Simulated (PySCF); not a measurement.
Molecule: SMILES C#C/C=C\S, singlet. Atoms near the plane z = 1.0 Å, at the CAM-B3LYP/def2-SVP optimised geometry (x, y, z in Å): C1 (1.7, -0.9, 0.0), C2 (0.5, -0.9, 0.0), C3 (-0.9, -0.9, 0.0), C4 (-1.7, 0.2, 0.0), S5 (-1.2, 1.9, 0.0), H6 (2.8, -0.9, 0.0), H7 (-1.4, -1.9, 0.0), H8 (-2.8, 0.1, 0.0), H9 (0.2, 1.6, 0.0).

Method: CAM-B3LYP/def2-TZVP run with PySCF. The values are rescaled to run from 0 to 1.

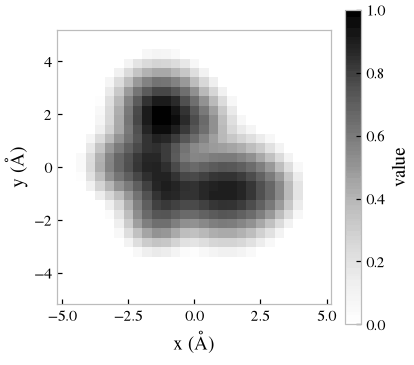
Figure. a field on the plane z = 1.0 Å.

### Question
Which quantity is mapped?
(A) deformation density (molecule minus spherical neutral atoms)
(B) Laplacian of the electron density
(C) electron localisation function
(D) log10 of the electron density

### Answer
D, log10 of the electron density. In full: log10 of the electron density (e/bohr³), floored at −4.
